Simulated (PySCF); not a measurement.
H8O2Si2, SMILES `[SiH3]O.[SiH3]O`.

Level of theory: PBE/def2-SVPD (PySCF), at a geometry from GFN2-xTB. The pair's geometry is semi-empirical, so its contact may be too short or too long.

Geometry (Å), atoms numbered from 1:

```
Si1     -1.6278   -0.0450   -0.0303
O2      -3.2341    0.1974    0.1246
H3      -0.9771    1.2210   -0.3629
H4      -1.3249   -0.5780    1.2842
H5      -1.3999   -1.0060   -1.1189
H6      -3.7620    0.5546   -0.5833
Si7      2.5813    0.2805   -0.0014
O8       1.2511   -0.6508    0.0822
H9       2.8036    0.7310   -1.3771
H10      2.2452    1.3631    0.9074
H11      3.7530   -0.4837    0.4346
H12      1.1765   -1.4712   -0.3947
```

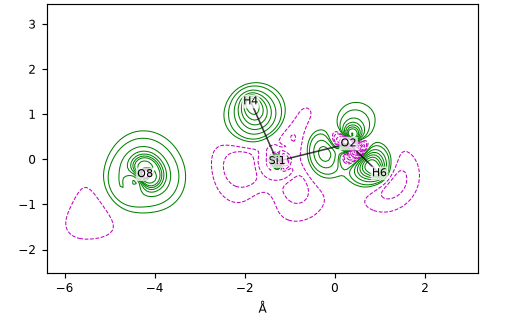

Deformation density (molecule less spherical, spin-averaged free atoms) in the plane of Si1, O2, H4, H6 and O8; contours at ±0.05 to ±0.8 e/Å³; solid green lines: gain, dashed magenta lines: loss.

**How much density has each bond in this plane gained at its critical point, relative to the free atoms?**

O2–H6: +0.77 e/Å³ at the bond critical point (bond length 0.95 Å). Si1–H4: +0.19 e/Å³ at the bond critical point (bond length 1.45 Å). Si1–O2: +0.04 e/Å³ at the bond critical point (bond length 1.63 Å); up to 0.6 Å beside the axis the gain reaches +0.34 e/Å³. In all, 2.6 electrons gather in the regions of gain relative to the promolecule. A small or negative value marks a very polar bond, one between electron-rich atoms, whose free-atom densities already overlap strongly, a long bond to a heavier atom, or a closed-shell contact such as a hydrogen bond.

**Where do the Hirshfeld charges lie?**

The highest Hirshfeld charge is on Si7 (+0.36 e), the lowest on O2 (−0.29 e).

Cost of the run: 21 s on 1 thread of Arm Neoverse V2 (shared host), peak memory 0.57 GiB.
